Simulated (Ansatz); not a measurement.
**BGeO+ (triplet): one geometry, many settings**

What do other methods and options give for BGeO+ (triplet) at this geometry, and how long do they take?

Computed with Ansatz 0.2.0, Gaussian basis. Level: the settings change from run to run.

15 further runs of the same task are left out: 7 that didn't finish, 8 set aside as unsound or not needed. Runs told in other sessions of the task aren't counted.

## 1. The system

The geometry is a PBE0/def2-TZVP stationary point (not a proven minimum) of the parent state, kept for this charge and spin. No spin-orbit coupling is included. The filled d shell of Ge may be among the frozen orbitals whatever the setting's name suggests.

3 atoms, charge 1, spin multiplicity 3.

Atoms are counted from 1 here; the program's logs count them from 0.

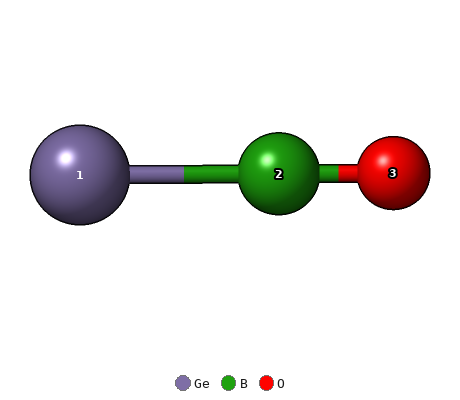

The structure; germanium purple, boron green, oxygen red; atoms are numbered from 1 in the order of the file.

## 2. HF (ROHF)/cc-pVDZ

The input, in.yaml:

```yaml
crystal:
  periodic: [false, false, false]
  atoms:
    - {symbol: Ge, position_ang: [0.000000, 0.000000, 1.798600]}
    - {symbol: B, position_ang: [0.000000, 0.000000, -0.295700]}
    - {symbol: O, position_ang: [0.000000, 0.000000, -1.502900]}
basis:
  gaussian: {orbitals: cc-pVDZ}
total_charge: 1
magnetization: {spin_polarized: false, initial_magnetization: 2}
hamiltonian: {xc: hf}
accuracy: high
output: {orbitals: {seedname: orbitals}}
```

Command:

```console
$ ansatz run in.yaml --threads 1 --pin off --events-out ev --progress --plain --max-ram 2393MiB
```

The log of the run:

```text
Functional definition: HF
  name "HF"
  cite "Fock, Z. Phys. 61, 126 (1930) doi:10.1007/BF01340294"
  parent pbe
  exchange = exact_x
  correlation = 0
1042 factors; integrals over basis functions are off by at most 4.4e-9 eV
mean field evaluation 1: about -59156.9336 eV, gradient 7.2e1 eV
mean field evaluation 2: about -59157.0228 eV, gradient 7.1e1 eV
mean field evaluation 4: about -59167.2249 eV, gradient 3.6e1 eV
mean field evaluation 8: about -59172.0960 eV, gradient 6.8e-1 eV
mean field evaluation 16: about -59172.1325 eV, gradient 1.2e-8 eV
mean field evaluation 32: about -59171.4789 eV, gradient 2.1e-1 eV
mean field evaluation 64: about -59166.8315 eV, gradient 1.6e0 eV
mean field evaluation 96: about -59170.2167 eV, gradient 2.0e1 eV
mean field evaluation 128: about -59168.2127 eV, gradient 8.3e-1 eV
mean field evaluation 160: about -59152.8737 eV, gradient 6.8e1 eV
mean field -59172.13253078 eV, -2174.5357621944 hartree, gradient 2.3e-8 eV, S^2 2.000000; 4 other end points of the search recorded, 0 dependent functions left out
reference -59172.13253078 eV, -2174.5357621944 hartree; 23, 21 occupied and 32, 34 virtual orbitals, 1042 factors
Total energy: -59172.13253078 eV, -2174.5357621944 hartree
```

Wall time 7.5 s (1 thread of Intel Xeon at 2.80GHz, shared host).

## 3. CASSCF(4,6)/STO-3G

Edit in.yaml of step 2 so:

```diff
@@ -7,7 +7,6 @@
 basis:
-  gaussian: {orbitals: cc-pVDZ}
+  gaussian: {orbitals: STO-3G, point_charges: [{charge: -0.50, position_ang: [3.329, 0.423, 0.462]}]}
 total_charge: 1
 magnetization: {spin_polarized: false, initial_magnetization: 2}
-hamiltonian: {xc: hf}
-accuracy: high
-output: {orbitals: {seedname: orbitals}}
+correlation: {active_space: {window: {electrons: 4, orbitals: 6}}}
+output: {forces: true}
```

Launched as before.

The log of the run, shortened:

```text
Functional definition: HF
  name "HF"
  cite "Fock, Z. Phys. 61, 126 (1930) doi:10.1007/BF01340294"
  parent pbe
[...]
310 factors; integrals over basis functions are off by at most 3.9e-5 eV
[...]
mean field -58498.40342144 eV, -2149.7766740959 hartree, gradient 3.1e-6 eV, S^2 2.000000; 11 other end points of the search recorded, 0 dependent functions left out
reference -58498.40342144 eV, -2149.7766740959 hartree; 23, 21 occupied and 5, 7 virtual orbitals, 310 factors
state -58499.38631683 eV, -2149.8127948351 hartree
[...]
Total energy: -58499.38631683 eV, -2149.8127948351 hartree
Atom 0 at     0.000000     0.000000     1.798600 Å, force     0.545219     0.068393    -2.578011 eV/Å
Atom 1 at     0.000000     0.000000    -0.295700 Å, force     0.073202     0.011723     1.164593 eV/Å
Atom 2 at     0.000000     0.000000    -1.502900 Å, force    -0.033276    -0.005764     1.191532 eV/Å
Dipole moment:     0.074236     0.009093     0.854112 e Å
```

Wall time 7 s (1 thread of Intel Xeon at 2.80GHz, shared host).

From the report: 225 determinants; active occupations 1.91, 1.00, 1.00, 0.09, 0.00, 0.00.

## 4. CASSCF(2,4)/6-31G

The input, in.yaml:

```yaml
crystal:
  periodic: [false, false, false]
  atoms:
    - {symbol: Ge, position_ang: [0.000000, 0.000000, 1.798600]}
    - {symbol: B, position_ang: [0.000000, 0.000000, -0.295700]}
    - {symbol: O, position_ang: [0.000000, 0.000000, -1.502900]}
basis:
  gaussian: {orbitals: 6-31G}
total_charge: 1
magnetization: {spin_polarized: false, initial_magnetization: 2}
correlation: {active_space: {window: {electrons: 2, orbitals: 4}}}
```

Launched as before.

The log of the run, shortened:

```text
Functional definition: HF
  name "HF"
  cite "Fock, Z. Phys. 61, 126 (1930) doi:10.1007/BF01340294"
  parent pbe
[...]
451 factors; integrals over basis functions are off by at most 4.1e-4 eV
[...]
mean field -59162.56469618 eV, -2174.1841507579 hartree, gradient 1.1e-6 eV, S^2 2.000000; 6 other end points of the search recorded, 0 dependent functions left out
reference -59162.56469618 eV, -2174.1841507579 hartree; 23, 21 occupied and 24, 26 virtual orbitals, 451 factors
state -59162.60160110 eV, -2174.1855069887 hartree
Total energy: -59162.60160110 eV, -2174.1855069887 hartree
```

Wall time 32 s (1 thread of Intel Xeon at 2.80GHz, shared host).

From the report: 16 determinants; active occupations 1.00, 1.00, 0.00, 0.00.

## 5. BCCD on UHF/cc-pVDZ

The input, in.yaml:

```yaml
crystal:
  periodic: [false, false, false]
  atoms:
    - {symbol: Ge, position_ang: [0.000000, 0.000000, 1.798600]}
    - {symbol: B, position_ang: [0.000000, 0.000000, -0.295700]}
    - {symbol: O, position_ang: [0.000000, 0.000000, -1.502900]}
basis:
  gaussian: {orbitals: cc-pVDZ}
total_charge: 1
magnetization: {spin_polarized: true, initial_magnetization: 2}
hamiltonian: {pseudopotentials: {relativity: none}}
correlation: {method: bccd, electrons: outside_noble_gas}
```

The command is unchanged.

The log of the run, shortened:

```text
Functional definition: HF
  name "HF"
  cite "Fock, Z. Phys. 61, 126 (1930) doi:10.1007/BF01340294"
  parent pbe
[...]
589 factors; integrals over basis functions are off by at most 7.9e-4 eV
[...]
mean field -59172.28006885 eV, -2174.5411841183 hartree, gradient 4.2e-6 eV, S^2 2.056720; 14 other end points of the search recorded, 0 dependent functions left out
determinant -59172.28006885 eV, -2174.5411841183 hartree, with singles and doubles -59180.71315372 eV, -2174.8510942712 hartree
determinant -59171.65126906 eV, -2174.5180761520 hartree, with singles and doubles -59179.04287400 eV, -2174.7897126237 hartree
determinant -59171.53027223 eV, -2174.5136296009 hartree, with singles and doubles -59178.89841162 eV, -2174.7844037289 hartree
determinant -59168.96274832 eV, -2174.4192748375 hartree, with singles and doubles -59176.27341164 eV, -2174.6879367591 hartree
16 core orbitals not correlated: weight in the atoms' cores, before any rotation towards them, 1.000 or more for the frozen orbitals, at most 0.000 for the correlated occupied ones
reference -59172.28006885 eV, -2174.5411841183 hartree; 7, 5 occupied and 32, 34 virtual orbitals, 589 factors
second order -8.05399954 eV of doubles, -0.00000000 eV of singles
cycle   1  -8.36548202 eV  change    6.8e-2 eV  update   3.1e-2
[...]
cycle  12  -8.38264041 eV  change   -4.2e-6 eV  update   8.1e-6
WARN: the results are in doubt because among natural orbitals full CI differs from the method by -0.179 eV
Total energy: -59180.66270926 eV, -2174.8492404715 hartree
In doubt: among natural orbitals full CI differs from the method by -0.179 eV
```

Run time: 34 s. Hardware: 1 thread of Intel Xeon at 2.80GHz, shared host.

From the report: ⟨S²⟩ of the determinant 2.057 (pure triplet: 2.00); correlation -8.3826 eV; largest double amplitude 0.07. Mind the lines of doubt at the end of the log.

## 6. The runs in one table

 † marks a result that the program doubts.

| level | correlated | functions | energy (eV) | time |
| --- | --- | --- | --- | --- |
| HF (ROHF)/cc-pVDZ |  | 55 | -59172.1325 | 7.5 s |
| CASSCF(4,6)/STO-3G (beside a point charge) |  | 28 | -58499.3863 | 7 s |
| CASSCF(2,4)/6-31G |  | 47 | -59162.6016 | 32 s |
| BCCD on UHF/cc-pVDZ † | outside noble gas | 55 | -59180.6627 | 34 s |

## 7. Summary of results

```
quantity                                            value
    runs                                                4
quickest  CASSCF(4,6)/STO-3G (beside a point charge), 7 s
 slowest                      BCCD on UHF/cc-pVDZ †, 34 s
```

**Reading.** Total energies in different bases, with other cores or another treatment of relativity can't be set against each other. «valence» and «outside noble gas» are the program's key words; the logs give how many orbitals each freezes, and for Ga to Kr the 3d shell needn't follow the word's plain sense. BCCD on UHF/cc-pVDZ † took 5 times as long as CASSCF(4,6)/STO-3G (beside a point charge); the jobs differ in more than the method.
